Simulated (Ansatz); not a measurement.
# TiNH₄Cl₃O: molecular dynamics (part 3 of 3)

Continued. System: TiNH₄Cl₃O. Method: RKS PBE0/def2-SVP (Ansatz 0.2.0). It belongs to a series of runs on one base structure; here: dynamics from the highest image of the converged band.

Geometry of the input (Å):
```
Ti 0.1560  -0.2788  0.1200
N  0.2288  -0.0583  2.1473
H  -0.6611  0.2198  2.5612
H  0.9211  0.6429  2.4209
Cl 1.9655  0.4472  -0.8219
Cl -1.2357  1.4260  -0.0206
Cl -1.0128  -1.6990  -1.1139
O  0.9389  -1.9633  1.0373
H  0.5405  -2.8268  0.8761
H  0.6477  -1.3780  1.9341
```

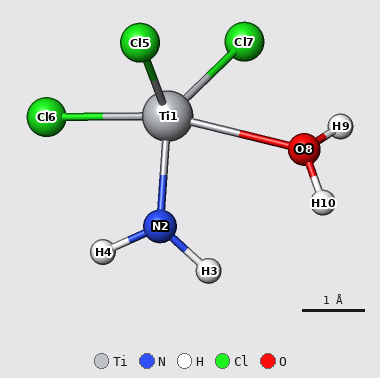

*The geometry at step 110 of the log (ball-and-stick view, seen at a tilt; atoms are numbered from 1 in the order of the input).*

**Trajectory as extended XYZ, continued**
```
10
Properties=species:S:1:pos:R:3:forces:R:3 step=10 time_fs=5.0 energy=-64252.56619 temperature=217.6
Ti    0.1581   -0.2734    0.1306   -0.0839  -0.5555  -0.7805
N     0.2264   -0.0700    2.1203   -0.9228   0.8359   0.7654
H    -0.7233    0.1565    2.4905    0.8411  -0.1996  -0.2319
H     0.8082    0.7617    2.3200   -0.1265  -0.4901   0.1315
Cl    1.9659    0.4508   -0.8261   -0.0034   0.0154   0.0392
Cl   -1.2285    1.4315   -0.0144   -0.0618   0.0889  -0.0092
Cl   -1.0089   -1.7105   -1.1092    0.0327   0.1773   0.0461
O     0.9190   -1.9644    1.0201   -0.3012  -0.3112   0.7571
H     0.5942   -2.8766    0.9378    0.0939   0.4129  -0.2178
H     0.6195   -1.3745    1.9561    0.5319   0.0258  -0.4999
10
Properties=species:S:1:pos:R:3:forces:R:3 step=20 time_fs=10.0 energy=-64252.53640 temperature=188.5
Ti    0.1596   -0.2705    0.1373   -0.2932  -0.4131  -1.2159
N     0.2158   -0.0723    2.1007    0.4172   0.3458   0.0165
H    -0.7208    0.0818    2.4233   -0.8604   0.0464   0.4874
H     0.7011    0.8054    2.2598    0.3255   0.2414   0.3308
Cl    1.9662    0.4545   -0.8300   -0.0086  -0.0028   0.0814
Cl   -1.2217    1.4375   -0.0083   -0.0983   0.1098  -0.0694
Cl   -1.0047   -1.7209   -1.1042    0.0404   0.2502   0.0664
O     0.8970   -1.9668    1.0127    0.5607   0.2639   0.0788
H     0.6473   -2.8846    0.9508   -0.2573  -0.4609  -0.1135
H     0.6990   -1.3782    1.8859    0.1741  -0.3806   0.3376
10
Properties=species:S:1:pos:R:3:forces:R:3 step=30 time_fs=15.0 energy=-64252.52784 temperature=180.9
Ti    0.1597   -0.2695    0.1383   -0.4267  -0.1064  -0.9239
N     0.2063   -0.0647    2.0854   -1.0371   1.1643   0.9152
H    -0.7982   -0.0045    2.4248    1.4699  -0.0399  -0.2831
H     0.6332    0.8636    2.2685   -0.3410  -0.4902   0.1463
Cl    1.9664    0.4582   -0.8335    0.0154  -0.0215   0.0910
Cl   -1.2156    1.4443   -0.0027   -0.1403   0.1304  -0.1780
Cl   -1.0004   -1.7297   -1.0988    0.0108   0.2207   0.0360
O     0.8814   -1.9713    1.0061    0.5931  -0.9734  -0.2382
H     0.6663   -2.9158    0.9415    0.0117   0.4489   0.0562
H     0.8222   -1.4573    1.8897   -0.1558  -0.3329   0.3785
10
Properties=species:S:1:pos:R:3:forces:R:3 step=40 time_fs=20.0 energy=-64252.57549 temperature=226.8
Ti    0.1578   -0.2692    0.1348   -0.3584   0.2535  -0.1924
N     0.1904   -0.0436    2.0798    1.4102  -0.0559  -0.4332
H    -0.7361   -0.0854    2.4276   -1.4730  -0.1196   0.6844
H     0.5322    0.8756    2.3207    0.1705   0.5588   0.1756
Cl    1.9668    0.4617   -0.8362    0.0034  -0.0525   0.0935
Cl   -1.2105    1.4519    0.0017   -0.1534   0.1089  -0.2795
Cl   -0.9959   -1.7370   -1.0931   -0.0254   0.1650  -0.0027
O     0.8757   -1.9849    0.9992    0.7292  -0.4590   0.8270
H     0.6698   -2.9187    0.9330   -0.1094  -0.2827  -0.2013
H     0.9108   -1.6169    1.9412   -0.1936  -0.1164  -0.6714
10
Properties=species:S:1:pos:R:3:forces:R:3 step=50 time_fs=25.0 energy=-64252.57274 temperature=224.6
Ti    0.1541   -0.2675    0.1303   -0.2835   0.5909   0.6182
N     0.1844   -0.0183    2.0741   -1.2441   0.5437   1.0180
H    -0.7842   -0.1902    2.5051    1.6447   0.2027  -0.7403
H     0.4325    0.9414    2.3972   -0.2341  -0.6964  -0.4211
Cl    1.9671    0.4649   -0.8384   -0.0097  -0.0772   0.0862
Cl   -1.2063    1.4604    0.0041   -0.1786   0.1184  -0.4170
Cl   -0.9917   -1.7431   -1.0874   -0.0800   0.0871  -0.0514
O     0.8797   -2.0096    0.9982    0.4414  -1.1618  -0.1651
H     0.6570   -2.9412    0.8822   -0.0461   0.0018  -0.2842
H     0.9636   -1.7842    1.9368   -0.0099   0.3908   0.3566
10
Properties=species:S:1:pos:R:3:forces:R:3 step=60 time_fs=30.0 energy=-64252.61666 temperature=267.0
Ti    0.1490   -0.2630    0.1289   -0.0476   0.5521   1.1432
N     0.1703    0.0115    2.0764    1.6174  -0.4274  -1.4465
H    -0.6652   -0.2828    2.5053   -1.6178  -0.7744   0.8495
H     0.3153    0.9458    2.4075    0.1951   0.8918   0.0403
Cl    1.9674    0.4675   -0.8400   -0.0649  -0.1007   0.1019
Cl   -1.2034    1.4696    0.0038   -0.1804   0.1142  -0.4823
Cl   -0.9879   -1.7487   -1.0821   -0.0982   0.0551  -0.0658
O     0.8908   -2.0503    0.9981    0.1782  -0.6885  -0.1701
H     0.6341   -2.9612    0.7737    0.0930   0.3596   0.1708
H     1.0026   -1.8783    1.9514   -0.0747   0.0181  -0.1411
10
Properties=species:S:1:pos:R:3:forces:R:3 step=70 time_fs=35.0 energy=-64252.60211 temperature=253.4
Ti    0.1435   -0.2558    0.1330    0.0627   0.4124   1.3122
N     0.1666    0.0361    2.0670   -1.0809  -0.5199   0.4560
H    -0.6513   -0.4544    2.5694    1.5405   1.0396  -0.8178
H     0.2070    1.0291    2.3907   -0.2267  -1.0429  -0.3337
Cl    1.9673    0.4695   -0.8408   -0.0938  -0.1096   0.1198
Cl   -1.2018    1.4796    0.0002   -0.1930   0.1447  -0.5421
Cl   -0.9849   -1.7538   -1.0772   -0.0972   0.0465  -0.0467
O     0.9054   -2.0979    0.9949    0.4030   0.9865   0.2333
H     0.6171   -2.9545    0.6914   -0.1992  -0.6555   0.1686
H     1.0283   -1.9648    1.9577   -0.1155  -0.3020  -0.5497
10
Properties=species:S:1:pos:R:3:forces:R:3 step=80 time_fs=40.0 energy=-64252.66596 temperature=315.5
Ti    0.1385   -0.2465    0.1436    0.1368   0.2491   1.0715
N     0.1569    0.0512    2.0540    1.6212  -0.2734  -2.2725
H    -0.4685   -0.5045    2.5590   -1.3336  -1.2243   1.3237
H     0.0658    1.0026    2.3336   -0.1308   0.9649   0.3457
Cl    1.9665    0.4707   -0.8409   -0.1340  -0.1232   0.1538
Cl   -1.2014    1.4906   -0.0071   -0.1710   0.1445  -0.5372
Cl   -0.9824   -1.7587   -1.0726   -0.0634   0.0944   0.0258
O     0.9233   -2.1389    0.9877   -0.2874  -0.2754  -1.3963
H     0.5850   -3.0006    0.6736    0.1750   0.5413   0.3453
H     1.0409   -2.1023    1.9280    0.1872  -0.0979   0.9403
10
Properties=species:S:1:pos:R:3:forces:R:3 step=90 time_fs=45.0 energy=-64252.67724 temperature=326.3
Ti    0.1340   -0.2360    0.1594    0.0648  -0.0329   0.3404
N     0.1575    0.0585    2.0208   -1.2754  -0.5312   1.3881
H    -0.3651   -0.6274    2.6653    1.0850   1.3457  -1.1503
H    -0.0985    1.0332    2.3109    0.3499  -1.1949  -0.2224
Cl    1.9648    0.4711   -0.8399   -0.1286  -0.1230   0.1795
Cl   -1.2022    1.5025   -0.0180   -0.1723   0.1565  -0.5268
Cl   -0.9804   -1.7628   -1.0678   -0.0187   0.1601   0.1140
O     0.9407   -2.1780    0.9729    0.2775   0.0464   1.4794
H     0.5559   -3.0131    0.6974   -0.2305  -0.1983  -0.4256
H     1.0774   -2.2637    1.9498    0.0482   0.3716  -1.1762
10
Properties=species:S:1:pos:R:3:forces:R:3 step=100 time_fs=50.0 energy=-64252.73862 temperature=385.6
Ti    0.1299   -0.2256    0.1769    0.0445  -0.2067  -0.5943
N     0.1473    0.0579    1.9967    0.6949   0.0540  -1.0436
H    -0.1255   -0.6078    2.6597   -0.3382  -1.5089   1.3824
H    -0.2141    0.9381    2.2757   -0.2500   1.2204   0.4005
Cl    1.9622    0.4706   -0.8377   -0.1284  -0.1345   0.2194
Cl   -1.2041    1.5155   -0.0325   -0.0942   0.0689  -0.4351
Cl   -0.9785   -1.7659   -1.0623    0.0219   0.1786   0.2012
O     0.9586   -2.2184    0.9664   -0.3526   0.0925  -0.9757
H     0.5035   -3.0144    0.6513    0.0049   0.2452  -0.1862
H     1.1495   -2.3623    1.8812    0.3971  -0.0095   1.0314
10
Properties=species:S:1:pos:R:3:forces:R:3 step=110 time_fs=55.0 energy=-64252.71863 temperature=365.9
Ti    0.1260   -0.2163    0.1913    0.0162  -0.3171  -1.3588
N     0.1385    0.0537    1.9759   -0.6678  -0.5040   2.9154
H     0.1126   -0.6890    2.7426    0.0817   1.4788  -1.3610
H    -0.3207    0.9402    2.2877    0.6681  -1.0191  -0.1000
Cl    1.9588    0.4692   -0.8340   -0.0812  -0.1325   0.2369
Cl   -1.2067    1.5290   -0.0499   -0.0412  -0.0133  -0.3501
Cl   -0.9765   -1.7679   -1.0554    0.0244   0.1148   0.2363
O     0.9748   -2.2576    0.9568   -0.0111   0.3602   0.0644
H     0.4432   -2.9756    0.5635    0.2823   0.2225   0.4241
H     1.2681   -2.4425    1.8685   -0.2715  -0.1903  -0.7071
10
Properties=species:S:1:pos:R:3:forces:R:3 step=120 time_fs=60.0 energy=-64252.78494 temperature=429.4
Ti    0.1221   -0.2084    0.1993   -0.1114  -0.0932  -1.3501
N     0.1227    0.0431    1.9869    0.1740  -0.2312  -0.4661
H     0.3843   -0.6033    2.6854    0.3274  -0.8042   1.0428
H    -0.3431    0.8503    2.3222   -0.4481   1.0157   0.6674
Cl    1.9549    0.4669   -0.8286   -0.0497  -0.1490   0.2586
Cl   -1.2095    1.5423   -0.0697    0.1056  -0.2208  -0.1862
Cl   -0.9744   -1.7690   -1.0469    0.0050   0.1007   0.2561
O     0.9905   -2.2877    0.9445    0.5845   1.2603   0.1842
H     0.4154   -2.9313    0.5401   -0.3828  -0.7007  -0.1178
H     1.3639   -2.5804    1.7861   -0.2046  -0.1776  -0.2887
10
Properties=species:S:1:pos:R:3:forces:R:3 step=130 time_fs=65.0 energy=-64252.78755 temperature=432.0
Ti    0.1177   -0.2009    0.2007   -0.2587   0.1740  -0.7718
N     0.1094    0.0288    2.0073    0.3022  -0.0422   1.9175
H     0.6454   -0.5521    2.7029   -0.8698   0.8447  -0.9451
H    -0.3781    0.8403    2.4446    0.6239  -0.8636  -0.3664
Cl    1.9506    0.4637   -0.8216    0.0017  -0.1501   0.2441
Cl   -1.2117    1.5541   -0.0908    0.2000  -0.3789  -0.0820
Cl   -0.9722   -1.7694   -1.0367   -0.0638   0.0947   0.2195
O     1.0095   -2.3058    0.9297   -0.7994  -0.3974  -0.8139
H     0.3738   -2.9527    0.5389    0.5797   0.7099   0.2102
H     1.4223   -2.7527    1.6669    0.2843   0.0089   0.3879
10
Properties=species:S:1:pos:R:3:forces:R:3 step=140 time_fs=70.0 energy=-64252.75811 temperature=403.1
Ti    0.1119   -0.1926    0.1984   -0.3771   0.4376   0.1164
N     0.0984    0.0117    2.0465    0.3537  -0.5067  -0.8198
H     0.8223   -0.4019    2.6150    0.1977  -0.3990   0.1962
H    -0.3457    0.7527    2.5474   -0.4687   0.7238   0.2599
Cl    1.9463    0.4593   -0.8129    0.0251  -0.1481   0.2293
Cl   -1.2124    1.5633   -0.1124    0.2766  -0.5048   0.0024
Cl   -0.9705   -1.7692   -1.0250   -0.1170   0.1315   0.1887
O     1.0252   -2.3253    0.9113    1.0197  -0.2718   0.8669
H     0.3735   -2.9095    0.5345   -0.6264  -0.3700  -0.5357
H     1.5058   -2.8901    1.5571   -0.2836   0.9075  -0.5043
10
Properties=species:S:1:pos:R:3:forces:R:3 step=150 time_fs=75.0 energy=-64252.68665 temperature=334.0
Ti    0.1044   -0.1821    0.1966   -0.3329   0.5019   0.8402
N     0.0941   -0.0084    2.0791    0.5955   0.2542  -0.1852
H     0.9686   -0.3191    2.5444   -0.7689   0.0097  -0.2402
H    -0.3564    0.7328    2.6447    0.2739  -0.5025  -0.6039
Cl    1.9422    0.4540   -0.8026    0.0656  -0.1206   0.1945
Cl   -1.2114    1.5693   -0.1341    0.2588  -0.5002   0.0258
Cl   -0.9696   -1.7681   -1.0120   -0.2009   0.0971   0.1275
O     1.0450   -2.3480    0.8954   -1.0121   0.6842  -1.0344
H     0.3337   -2.8708    0.4686    0.5906   0.1204   0.3209
H     1.5903   -2.9066    1.4269    0.5306  -0.5443   0.5549
10
Properties=species:S:1:pos:R:3:forces:R:3 step=160 time_fs=80.0 energy=-64252.63772 temperature=286.2
Ti    0.0952   -0.1693    0.1988   -0.3120   0.3205   1.1153
N     0.0966   -0.0285    2.1015    0.5782  -0.3318  -1.6340
H     1.0326   -0.2561    2.4520   -0.3208  -0.1345   0.2395
H    -0.3552    0.6771    2.6658   -0.1326   0.2573   0.0739
Cl    1.9385    0.4479   -0.7910    0.1153  -0.0852   0.1685
Cl   -1.2086    1.5718   -0.1555    0.1858  -0.4001   0.0463
Cl   -0.9700   -1.7663   -0.9981   -0.2413   0.1235   0.1021
O     1.0609   -2.3642    0.8735    0.4649   0.3990   0.1957
H     0.3573   -2.8557    0.4293    0.2018  -0.4269   0.0868
H     1.6980   -2.9424    1.3281   -0.5392   0.2782  -0.3942
10
Properties=species:S:1:pos:R:3:forces:R:3 step=170 time_fs=85.0 energy=-64252.67724 temperature=324.2
Ti    0.0844   -0.1548    0.2064   -0.2328  -0.0342   0.7976
N     0.1054   -0.0507    2.0977    0.0150   0.2641  -1.1999
H     1.0494   -0.2418    2.4313   -0.0660  -0.2122   0.3402
H    -0.3654    0.6510    2.6751    0.1383  -0.1748  -0.2302
Cl    1.9356    0.4412   -0.7783    0.1608  -0.0570   0.1493
Cl   -1.2046    1.5717   -0.1767    0.0603  -0.2149   0.0617
Cl   -0.9720   -1.7637   -0.9836   -0.2616   0.1730   0.0979
O     1.0790   -2.3721    0.8514    0.3017   0.2194   0.1828
H     0.4269   -2.9224    0.4109   -0.2363  -0.1787  -0.2023
H     1.7578   -2.9674    1.1863    0.1206   0.2153   0.0028
10
Properties=species:S:1:pos:R:3:forces:R:3 step=180 time_fs=90.0 energy=-64252.71452 temperature=360.8
Ti    0.0725   -0.1406    0.2178    0.0157  -0.4373   0.0281
N     0.1164   -0.0707    2.0721    0.8023   0.2920   0.1018
H     1.0481   -0.2787    2.4879   -0.8677  -0.1190  -0.2439
H    -0.3699    0.6163    2.6561    0.0404  -0.1792  -0.2508
Cl    1.9338    0.4341   -0.7645    0.1852  -0.0380   0.1351
Cl   -1.2002    1.5701   -0.1975   -0.1007   0.0155   0.0753
Cl   -0.9759   -1.7599   -0.9683   -0.2907   0.1758   0.0937
O     1.0990   -2.3784    0.8298   -0.6385  -0.7531  -0.3970
H     0.4859   -3.0018    0.3752    0.3261   0.8456   0.3064
H     1.8410   -2.9433    1.0504    0.5279   0.1979   0.1513
10
Properties=species:S:1:pos:R:3:forces:R:3 step=190 time_fs=95.0 energy=-64252.78027 temperature=424.5
Ti    0.0607   -0.1286    0.2293    0.2631  -0.7722  -0.9139
N     0.1340   -0.0865    2.0434   -0.3686   0.3700   0.0216
H     0.9625   -0.3669    2.5323    0.5679  -0.5616   0.3554
H    -0.3858    0.5728    2.6051   -0.3020   0.2623   0.1370
Cl    1.9333    0.4268   -0.7498    0.2073  -0.0321   0.1213
Cl   -1.1964    1.5687   -0.2177   -0.2547   0.2358   0.0905
Cl   -0.9817   -1.7550   -0.9524   -0.3058   0.1374   0.0977
O     1.1185   -2.3916    0.8079    1.6544   0.5923   0.9866
H     0.5420   -2.9831    0.3479   -0.6372  -0.7214  -0.6325
H     1.9857   -2.8371    0.9222   -0.8243   0.4895  -0.2636
10
Properties=species:S:1:pos:R:3:forces:R:3 step=200 time_fs=100.0 energy=-64252.80382 temperature=448.0
Ti    0.0502   -0.1204    0.2363    0.4710  -0.9564  -1.5140
N     0.1517   -0.0959    2.0203    0.4332   0.0995   2.3141
H     0.8943   -0.5567    2.6094   -1.1941   0.5015  -0.8337
H    -0.4457    0.5580    2.5621    0.5692  -0.5098  -0.2896
Cl    1.9342    0.4192   -0.7343    0.2644  -0.0288   0.0683
Cl   -1.1944    1.5688   -0.2373   -0.3714   0.4040   0.0958
Cl   -0.9896   -1.7491   -0.9359   -0.3511   0.0363   0.0351
O     1.1475   -2.4005    0.7936   -1.2081   0.2200   0.0783
H     0.5677   -3.0003    0.2667    0.8303   0.5747   0.3984
H     2.0564   -2.6757    0.7507    0.5565  -0.3410  -0.3528
```
